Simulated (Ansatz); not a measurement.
# [CSO3F3]− (trifluoromethanesulfonate) at BHLYP/def2-SVP

What is the vertical ionisation energy of [CSO3F3]− (trifluoromethanesulfonate) at BHLYP/def2-SVP? 

Program for the calculation: Ansatz 0.2.0.

2 further runs of the same task are left out: 2 set aside as unsound or not needed.

**1. The molecule**

[CSO3F3]−: 8 atoms, total charge -1, spin state singlet. SMILES: `[O-]S(=O)(=O)C(F)(F)F`. The shape is that of a PBE0-D4/def2-TZVPD optimisation.

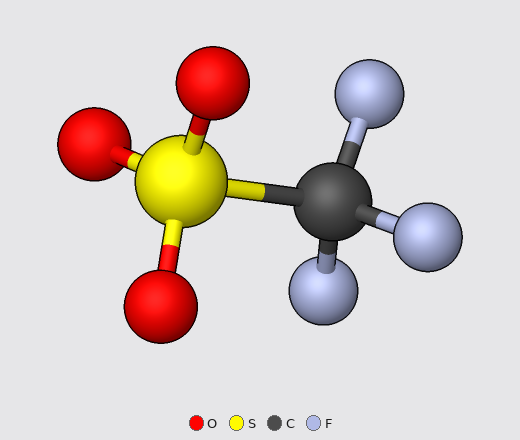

Viewed from a chosen angle; oxygen red, sulfur yellow, carbon dark grey, fluorine light blue.

**2. A single-point energy at BHLYP/def2-SVP**

input.yaml

```yaml
basis:
  gaussian:
    orbitals: def2-SVP
crystal:
  periodic: [false, false, false]
  atoms:
    - {symbol: O, position_ang: [-0.452120, -1.793850, 0.534600]}
    - {symbol: S, position_ang: [0.514500, -0.855220, 0.007850]}
    - {symbol: O, position_ang: [1.622110, -0.542800, 0.884460]}
    - {symbol: O, position_ang: [0.853150, -1.026290, -1.388190]}
    - {symbol: C, position_ang: [-0.440870, 0.732840, -0.006730]}
    - {symbol: F, position_ang: [-0.854330, 1.079580, 1.221330]}
    - {symbol: F, position_ang: [0.292430, 1.753940, -0.474640]}
    - {symbol: F, position_ang: [-1.534870, 0.651830, -0.778680]}
total_charge: -1
hamiltonian:
  xc: {name: BHLYP}
accuracy: high
output:
  orbitals: {seedname: orbitals}
```

On the command line:

```console
$ ansatz run input.yaml --threads 1 --pin off --max-ram 3480MiB --events-out events.jsonl --progress --plain --runs-dir runs
```

Log:

```text
Warning: RAYON_NUM_THREADS=1 ignored (pool sized by the plan → 1); use --threads N
Functional definition: BHLYP
  name "BHLYP"
  parameter a = 0.5
  exchange = (1 - a)*b88_x + a*exact_x
  correlation = lyp_c
2515 factors; integrals over basis functions are off by at most 3.9e-9 eV
mean field evaluation 1: about -26129.8210 eV, gradient 7.9e1 eV
mean field evaluation 2: about -26121.5590 eV, gradient 1.1e2 eV
mean field evaluation 4: about -26140.6333 eV, gradient 1.1e0 eV
mean field evaluation 8: about -26141.6221 eV, gradient 2.9e-1 eV
mean field evaluation 16: about -26141.6224 eV, gradient 9.7e-5 eV
mean field -26141.62242608 eV, -960.6869047303 hartree, gradient 4.6e-8 eV, S^2 0.000000; 0 other end points of the search recorded, 0 dependent functions left out
reference -26141.62244403 eV, -960.6869053899 hartree; 37, 37 occupied and 79, 79 virtual orbitals, 2515 factors
Total energy: -26141.62244403 eV, -960.6869053899 hartree
```

Wall time 13 s (1 thread of Arm Neoverse V2, shared host); peak memory 0.5 GiB.

**3. Doublet neutral CSO3F3**

in.yaml

```yaml
crystal:
  periodic: [false, false, false]
  atoms:
    - {symbol: O, position_ang: [-0.452120, -1.793850, 0.534600]}
    - {symbol: S, position_ang: [0.514500, -0.855220, 0.007850]}
    - {symbol: O, position_ang: [1.622110, -0.542800, 0.884460]}
    - {symbol: O, position_ang: [0.853150, -1.026290, -1.388190]}
    - {symbol: C, position_ang: [-0.440870, 0.732840, -0.006730]}
    - {symbol: F, position_ang: [-0.854330, 1.079580, 1.221330]}
    - {symbol: F, position_ang: [0.292430, 1.753940, -0.474640]}
    - {symbol: F, position_ang: [-1.534870, 0.651830, -0.778680]}
basis:
  gaussian:
    orbitals: def2-SVP
magnetization:
  spin_polarized: true
  initial_magnetization: 1
hamiltonian:
  xc: {name: BHLYP}
accuracy: high
output: {orbitals: {seedname: orbitals}}
```

On the command line:

```console
$ ansatz run in.yaml --threads 1 --pin off --max-ram 3480MiB --events-out events.jsonl --progress --plain --runs-dir runs
```

Log:

```text
Warning: RAYON_NUM_THREADS=1 ignored (pool sized by the plan → 1); use --threads N
Functional definition: BHLYP
  name "BHLYP"
  parameter a = 0.5
  exchange = (1 - a)*b88_x + a*exact_x
  correlation = lyp_c
2512 factors; integrals over basis functions are off by at most 3.8e-9 eV
mean field evaluation 1: about -26122.4201 eV, gradient 6.0e1 eV
mean field evaluation 2: about -26100.0845 eV, gradient 1.0e2 eV
mean field evaluation 4: about -26135.0283 eV, gradient 4.1e0 eV
mean field evaluation 8: about -26135.2697 eV, gradient 1.7e-1 eV
mean field evaluation 16: about -26135.2701 eV, gradient 5.1e-3 eV
mean field evaluation 32: about -26135.3596 eV, gradient 7.9e0 eV
mean field -26136.36176140 eV, -960.4935788691 hartree, gradient 2.9e-8 eV, S^2 0.780650; 6 other end points of the search recorded, 0 dependent functions left out
reference -26136.36177916 eV, -960.4935795219 hartree; 37, 36 occupied and 79, 80 virtual orbitals, 2512 factors
Total energy: -26136.36177916 eV, -960.4935795219 hartree
```

Run time: 36 s. Hardware: 1 thread of Arm Neoverse V2, shared host; peak memory 0.72 GiB.

**4. Results**

Level: BHLYP/def2-SVP.

```
                                                                quantity          value
                                         singlet [CSO3F3]−: total energy  -960.68691 Eh
                                          singlet [CSO3F3]−: HOMO energy       -4.04 eV
                                          singlet [CSO3F3]−: LUMO energy        9.30 eV
singlet [CSO3F3]−: HOMO–LUMO gap (to an unbound level, set by the basis)       13.34 eV
                                    doublet neutral CSO3F3: total energy  -960.49358 Eh
              doublet neutral CSO3F3: HOMO energy (highest over α and β)      -12.11 eV
               doublet neutral CSO3F3: LUMO energy (lowest over α and β)       -6.47 eV
                                            doublet neutral CSO3F3: ⟨S²⟩          0.781
                     vertical detachment energy (to the doublet neutral)       5.261 eV
```

What this shows: Removing an electron at fixed nuclei costs 5.26 eV (508 kJ/mol). −ε(HOMO) before ionisation, 4.04 eV, is 1.22 eV below this ionisation energy.
